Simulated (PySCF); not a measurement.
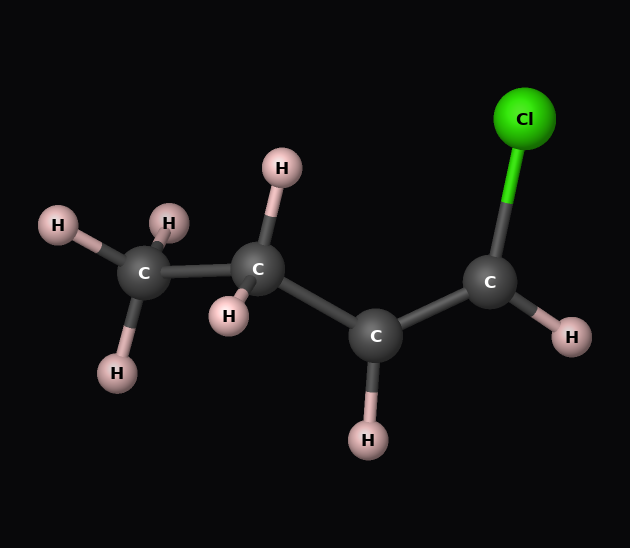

Rendered structure (ball-and-stick style). Every bond is drawn as one stick, whatever its order.

Count the atoms of each element.

C₄H₇Cl, 12 atoms: 4 carbon, 7 hydrogen and 1 chlorine.

Count the bonded pairs by element.

7 C–H, 3 C–C, 1 C–Cl.

Write the SMILES.

CC/C=C\Cl

Describe its rings.

It has no ring.

What is the point group of this geometry?

C1.

The parts below concern this one geometry. Atoms keep their numbers from picture to picture. The geometry was computed by an optimisation with PBE0-D3(BJ)/def2-SVP. No frequency run is at hand to confirm it as a minimum.

## Electronic properties

No frequency run is at hand to confirm it as a minimum. Properties computed with PBE0/def2-SVPD in chloroform (IEF-PCM) (PySCF 2.14.0). Excitations: vertical, linear response.

Give the lowest vertical singlet excitation at this level.

6.50 eV.

What is the brightest of the 6 lowest singlets?

6.63 eV.

What is the HOMO energy (Kohn–Sham orbital)?

−7.21 eV.

What is the mean static polarisability?

80.5 bohr³.

## NMR shielding

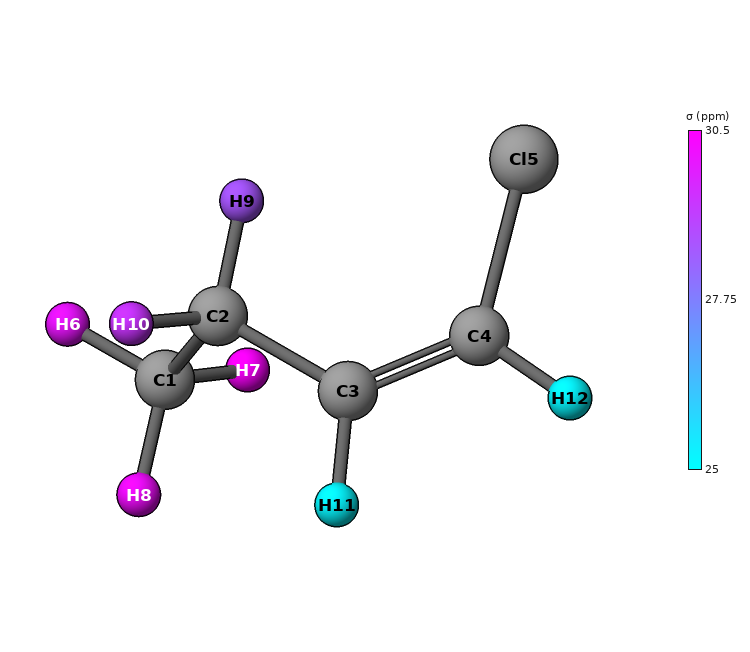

Atoms are coloured by their isotropic NMR shieldings (H only, the others grey). No frequency run is at hand to confirm it as a minimum. Level of theory: GIAO PBE0/pcSseg-1 NMR shielding, non-relativistic, IEF-PCM chloroform (PySCF 2.14.0).

Give the isotropic NMR shieldings of the H atoms atom by atom.

| atom | σ (ppm) |
| --- | --- |
| H6 | 30.03 |
| H7 | 30.44 |
| H8 | 30.21 |
| H9 | 28.61 |
| H10 | 29.35 |
| H11 | 25.18 |
| H12 | 25.19 |

## Charges

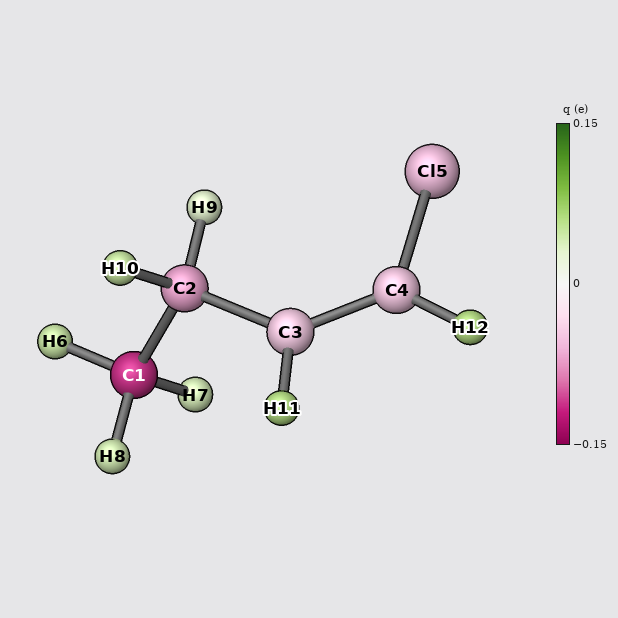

Atoms are coloured by their Hirshfeld charges. No frequency run is at hand to confirm it as a minimum. Method: PBE0/pcSseg-1 in chloroform (IEF-PCM) (PySCF 2.14.0).

Which atom carries the highest charge (most positive or least negative)?

H11, H12 (0.06 e).

And the lowest?

C1 (−0.11 e).

Give the Hirshfeld charges atom by atom.

| atom | value (e) |
| --- | --- |
| C1 | −0.11 |
| C2 | −0.07 |
| C3 | −0.04 |
| C4 | −0.05 |
| Cl5 | −0.05 |
| H6 | 0.05 |
| H7 | 0.04 |
| H8 | 0.04 |
| H9 | 0.03 |
| H10 | 0.05 |
| H11 | 0.06 |
| H12 | 0.06 |

## Dipole moment

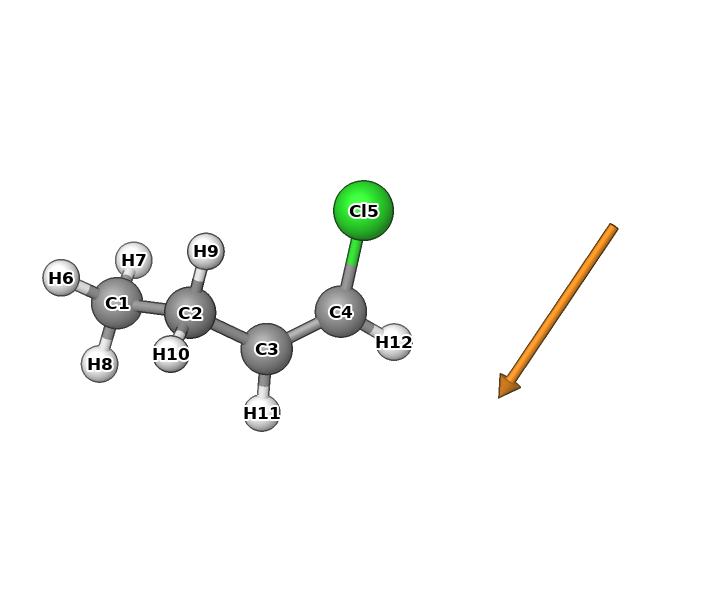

The arrow beside the molecule shows the direction of the dipole moment, from the negative to the positive end (its length means nothing). No frequency run is at hand to confirm it as a minimum. Level of theory: PBE0/def2-SVPD in dichloromethane (IEF-PCM) (PySCF 2.14.0).

How large is the dipole moment?

2.21 D; it points from the side of Cl5 to the side of H8 (the outermost atoms at the two ends).
